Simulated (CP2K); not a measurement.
**CH6BNO2 (SMILES OBNCO): BLYP-D3(BJ)/DZVP-MOLOPT-SR-GTH (core potential)**

Aim: the energy change on altering one bond length of CH6BNO2 at BLYP-D3(BJ)/DZVP-MOLOPT-SR-GTH (core potential), from 2 runs. 

The calculation is run with CP2K 2026.2.

1 further run of the same task is left out (set aside as unsound or not needed).

### Step 1. The structure to begin with

CH6BNO2 has 11 atoms, charge 0, and is taken as a singlet. As SMILES, `OBNCO`. Geometry: relaxed at PBE0-D4/def2-TZVP. This is a higher conformer, about 10 kJ/mol above the lowest found by a separate search.

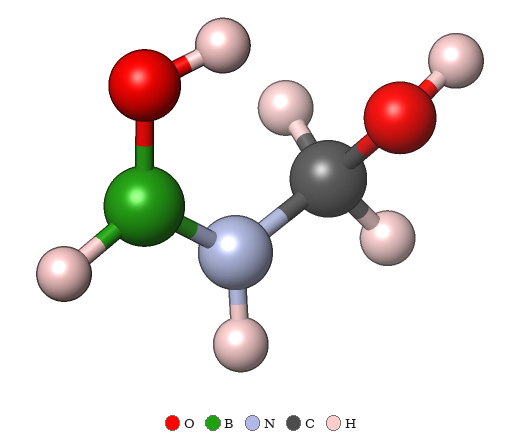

The structure, seen from a chosen angle (oxygen red, boron green, nitrogen light blue, carbon dark grey, hydrogen pink).

### Step 2. A single-point energy at BLYP-D3(BJ)/DZVP-MOLOPT-SR-GTH (core potential)

Input file run.inp:

```
&FORCE_EVAL
  METHOD QUICKSTEP
  &DFT
    BASIS_SET_FILE_NAME BASIS_MOLOPT
    POTENTIAL_FILE_NAME GTH_POTENTIALS
    CHARGE 0
    MULTIPLICITY 1
    &QS
      METHOD GPW
      EPS_DEFAULT 1.0E-10
    &END QS
    &MGRID
      CUTOFF 400
      REL_CUTOFF 50
      NGRIDS 4
    &END MGRID
    &POISSON
      PERIODIC NONE
      POISSON_SOLVER MULTIPOLE
    &END POISSON
    &SCF
      SCF_GUESS ATOMIC
      EPS_SCF 1.0E-06
      MAX_SCF 100
      ADDED_MOS 5
      &DIAGONALIZATION
        ALGORITHM STANDARD
      &END DIAGONALIZATION
      &MIXING
        METHOD BROYDEN_MIXING
        ALPHA 0.3
        NBUFFER 8
      &END MIXING
    &END SCF
    &XC
      &XC_FUNCTIONAL BLYP
      &END XC_FUNCTIONAL
      &VDW_POTENTIAL
        POTENTIAL_TYPE PAIR_POTENTIAL
        &PAIR_POTENTIAL
          TYPE DFTD3(BJ)
          PARAMETER_FILE_NAME dftd3.dat
          REFERENCE_FUNCTIONAL BLYP
          R_CUTOFF 15
        &END PAIR_POTENTIAL
      &END VDW_POTENTIAL
    &END XC
    &PRINT
      &MOMENTS
        PERIODIC F
        REFERENCE COM
        MAX_MOMENT 1
      &END MOMENTS
      &MO ON
        ENERGIES T
        OCCUPATION_NUMBERS T
        NDIGITS 6
        &EACH
          QS_SCF 0
        &END EACH
        ADD_LAST NUMERIC
      &END MO
      &HIRSHFELD OFF
      &END HIRSHFELD
    &END PRINT
  &END DFT
  &SUBSYS
    &CELL
      ABC [angstrom] 8.9 10.8 11.8
      PERIODIC NONE
    &END CELL
    &COORD
      O     -0.365300     1.867300     0.524000
      B     -0.151000     0.776300     1.310700
      N      0.041300    -0.514500     0.761600
      C     -0.074500    -0.827100    -0.621300
      O      0.833500    -0.016400    -1.360600
      H     -0.145900     1.684700    -0.397300
      H     -0.135500     0.915900     2.499600
      H      0.344000    -1.265700     1.354800
      H     -1.095800    -0.629000    -0.978300
      H      0.142100    -1.890000    -0.774600
      H      0.672700    -0.158500    -2.298200
    &END COORD
    &TOPOLOGY
      &CENTER_COORDINATES
      &END CENTER_COORDINATES
    &END TOPOLOGY
    &KIND O
      BASIS_SET DZVP-MOLOPT-SR-GTH-q6
      POTENTIAL GTH-BLYP-q6
    &END KIND
    &KIND B
      BASIS_SET DZVP-MOLOPT-SR-GTH-q3
      POTENTIAL GTH-BLYP-q3
    &END KIND
    &KIND N
      BASIS_SET DZVP-MOLOPT-SR-GTH-q5
      POTENTIAL GTH-BLYP-q5
    &END KIND
    &KIND C
      BASIS_SET DZVP-MOLOPT-SR-GTH-q4
      POTENTIAL GTH-BLYP-q4
    &END KIND
    &KIND H
      BASIS_SET DZVP-MOLOPT-SR-GTH-q1
      POTENTIAL GTH-BLYP-q1
    &END KIND
  &END SUBSYS
&END FORCE_EVAL

&GLOBAL
  PROJECT_NAME run
  RUN_TYPE ENERGY
  PRINT_LEVEL MEDIUM
&END GLOBAL
```

The run is started by

```
$ OMP_NUM_THREADS=1 cp2k.psmp run.inp > run.out
```

Output:

```text
CP2K| version string:                                       CP2K version 2026.2
[...]
 GLOBAL| Method name                                                        CP2K
[...]
 GLOBAL| Run type                                                         ENERGY
[...]
 DFT| Spin restricted Kohn-Sham (RKS) calculation                            RKS
 DFT| Multiplicity                                                             1
[...]
 DFT| Charge                                                                   0
[...]
 FUNCTIONAL| BECKE88:
 FUNCTIONAL| LYP:
[...]
 QS| Method:                                                                 GPW
[...]
 QS| Density cutoff [a.u.]:                                                200.0
[...]
 QS| Relative density cutoff [a.u.]:                                        25.0
[...]
                             - Atoms:                                         11
[...]
                             - Spherical basis functions:                     95
[...]
 Number of electrons:                                                         30
[...]
     1 NoMix/Diag. 0.30E+00    1.8     1.21081564       -53.2825542648 -5.33E+01
[...]
    25 Broy./Diag. 0.30E+00    2.7     0.00000092       -54.0699693644  8.28E-06
  *** SCF run converged in    25 steps ***
[...]
  Overlap energy of the core charge distribution:               0.00000437101973
  Self energy of the core charge distribution:               -136.17142098511269
  Core Hamiltonian energy:                                     40.83115597541660
  Hartree energy:                                              55.82303939241807
  Exchange-correlation energy:                                -14.53843410717118
  Dispersion energy:                                           -0.01431401097201
  Total energy:                                               -54.06996936440146
[...]
                     Mulliken Population Analysis
 #  Atom  Element  Kind  Atomic population                           Net charge
       1     O        1          6.235805                             -0.235805
       2     B        2          3.022120                             -0.022120
       3     N        3          5.015934                             -0.015934
       4     C        4          4.055439                             -0.055439
       5     O        1          6.245531                             -0.245531
       6     H        5          0.872545                              0.127455
       7     H        5          0.944575                              0.055425
       8     H        5          0.898670                              0.101330
       9     H        5          0.925308                              0.074692
      10     H        5          0.927302                              0.072698
      11     H        5          0.856771                              0.143229
 # Total charge                             30.000000                 -0.000000
[...]
  Dipole moment [Debye]
    X= -0.2888869E+00 Y= -0.2966567E+01 Z= -0.2245143E+01  Total=      3.7315741
 ENERGY| Total FORCE_EVAL ( QS ) energy [hartree]            -54.069969364401459
[...]
```

It took 66 s on 1 thread of Intel Xeon Platinum 8259CL at 2.50GHz (Skylake/Cascade Lake), shared host; peak memory 1.6 GiB.

### Step 3. The distorted shape

Input file mol.inp:

```
&GLOBAL
  PROJECT mol
  RUN_TYPE ENERGY
  PRINT_LEVEL MEDIUM
&END GLOBAL
&FORCE_EVAL
  METHOD QUICKSTEP
  &DFT
    BASIS_SET_FILE_NAME BASIS_MOLOPT
    POTENTIAL_FILE_NAME GTH_POTENTIALS
    CHARGE 0
    MULTIPLICITY 1
    &QS
      METHOD GPW
      EPS_DEFAULT 1.0E-10
    &END QS
    &MGRID
      CUTOFF 400
      REL_CUTOFF 50
      NGRIDS 4
    &END MGRID
    &POISSON
      PERIODIC NONE
      POISSON_SOLVER MULTIPOLE
    &END POISSON
    # SCF settings
    &SCF
      SCF_GUESS ATOMIC
      EPS_SCF 1.0E-06
      MAX_SCF 80
      ADDED_MOS 3
      &DIAGONALIZATION
        ALGORITHM STANDARD
      &END DIAGONALIZATION
      &MIXING
        METHOD BROYDEN_MIXING
        ALPHA 0.3
        NBUFFER 8
      &END MIXING
    &END SCF
    # exchange and correlation
    &XC
      &XC_FUNCTIONAL BLYP
      &END XC_FUNCTIONAL
      &VDW_POTENTIAL
        POTENTIAL_TYPE PAIR_POTENTIAL
        &PAIR_POTENTIAL
          TYPE DFTD3(BJ)
          PARAMETER_FILE_NAME dftd3.dat
          REFERENCE_FUNCTIONAL BLYP
          R_CUTOFF 15
        &END PAIR_POTENTIAL
      &END VDW_POTENTIAL
    &END XC
    &PRINT
      &MOMENTS
        PERIODIC F
        REFERENCE COM
        MAX_MOMENT 1
      &END MOMENTS
      &MO ON
        ENERGIES T
        OCCUPATION_NUMBERS T
        NDIGITS 6
        &EACH
          QS_SCF 0
        &END EACH
        ADD_LAST NUMERIC
      &END MO
      &HIRSHFELD OFF
      &END HIRSHFELD
    &END PRINT
  &END DFT
  &SUBSYS
    &CELL
      ABC [angstrom] 8.9 10.9 12.5
      PERIODIC NONE
    &END CELL
    &COORD
      O      4.273753     7.406804     7.019040
      B      4.488053     6.315804     7.805741
      N      4.680353     5.025004     7.256640
      C      4.506650     4.556096     5.182260
      O      5.414650     5.366796     4.442960
      H      4.493153     7.224204     6.097740
      H      4.503553     6.455404     8.994640
      H      4.983053     4.273804     7.849840
      H      3.485350     4.754196     4.825260
      H      4.723250     3.493197     5.028960
      H      5.253850     5.224696     3.505360
    &END COORD
    &KIND O
      BASIS_SET DZVP-MOLOPT-SR-GTH-q6
      POTENTIAL GTH-BLYP-q6
    &END KIND
    &KIND B
      BASIS_SET DZVP-MOLOPT-SR-GTH-q3
      POTENTIAL GTH-BLYP-q3
    &END KIND
    &KIND N
      BASIS_SET DZVP-MOLOPT-SR-GTH-q5
      POTENTIAL GTH-BLYP-q5
    &END KIND
    &KIND C
      BASIS_SET DZVP-MOLOPT-SR-GTH-q4
      POTENTIAL GTH-BLYP-q4
    &END KIND
    &KIND H
      BASIS_SET DZVP-MOLOPT-SR-GTH-q1
      POTENTIAL GTH-BLYP-q1
    &END KIND
  &END SUBSYS
&END FORCE_EVAL
```

The run is started by

```
$ OMP_NUM_THREADS=1 cp2k.psmp -i mol.inp -o mol.out
```

Output (excerpt; [...] marks lines left out):

```text
CP2K| version string:                                       CP2K version 2026.2
[...]
 GLOBAL| Method name                                                        CP2K
[...]
 GLOBAL| Run type                                                         ENERGY
[...]
 DFT| Spin restricted Kohn-Sham (RKS) calculation                            RKS
 DFT| Multiplicity                                                             1
[...]
 DFT| Charge                                                                   0
[...]
 FUNCTIONAL| BECKE88:
 FUNCTIONAL| LYP:
[...]
 QS| Method:                                                                 GPW
[...]
 QS| Density cutoff [a.u.]:                                                200.0
[...]
 QS| Relative density cutoff [a.u.]:                                        25.0
[...]
                             - Atoms:                                         11
[...]
                             - Spherical basis functions:                     95
[...]
 Number of electrons:                                                         30
[...]
     1 NoMix/Diag. 0.30E+00    2.0     1.22896125       -53.0616939443 -5.31E+01
[...]
    26 Broy./Diag. 0.30E+00    2.9     0.00000046       -53.9793937658  9.01E-07
  *** SCF run converged in    26 steps ***
[...]
  Overlap energy of the core charge distribution:               0.00000436307335
  Self energy of the core charge distribution:               -136.17142098511269
  Core Hamiltonian energy:                                     40.24018300662892
  Hartree energy:                                              56.31044192038239
  Exchange-correlation energy:                                -14.34530321272798
  Dispersion energy:                                           -0.01329885808612
  Total energy:                                               -53.97939376584213
[...]
                     Mulliken Population Analysis
 #  Atom  Element  Kind  Atomic population                           Net charge
       1     O        1          6.245899                             -0.245899
       2     B        2          2.967370                              0.032630
       3     N        3          5.247338                             -0.247338
[...]
  Dipole moment [Debye]
    X= -0.3237953E+00 Y= -0.3048602E+01 Z= -0.3554165E+01  Total=      4.6937091
 ENERGY| Total FORCE_EVAL ( QS ) energy [hartree]            -53.979393765842126
[...]
```

Wall time 76 s (1 thread of Intel Xeon Platinum 8259CL at 2.50GHz (Skylake/Cascade Lake), shared host); peak memory 1.7 GiB.

### Step 4. Results

At BLYP-D3(BJ)/DZVP-MOLOPT-SR-GTH (core potential):

```
                                                         quantity          value
                                        first shape: total energy   -54.06997 Eh
                                       first shape: dipole moment         3.73 D
                                         first shape: HOMO energy       -6.03 eV
                                         first shape: LUMO energy        0.47 eV
                                       first shape: HOMO–LUMO gap        6.50 eV
                                   first shape: dispersion energy  -37.58 kJ/mol
                                    distorted shape: total energy   -53.97939 Eh
                                   distorted shape: dipole moment         4.69 D
                                     distorted shape: HOMO energy       -5.61 eV
                                     distorted shape: LUMO energy       -2.78 eV
                                   distorted shape: HOMO–LUMO gap        2.83 eV
                               distorted shape: dispersion energy  -34.92 kJ/mol
energy change with the N3–C4 bond stretched from 1.423 to 2.134 Å       2.465 eV
```

**Reading.** With the N3–C4 bond stretched from 1.423 to 2.134 Å the energy rises by 2.46 eV (57 kcal/mol). The first shape isn't relaxed at this level, so the change isn't measured from a minimum.
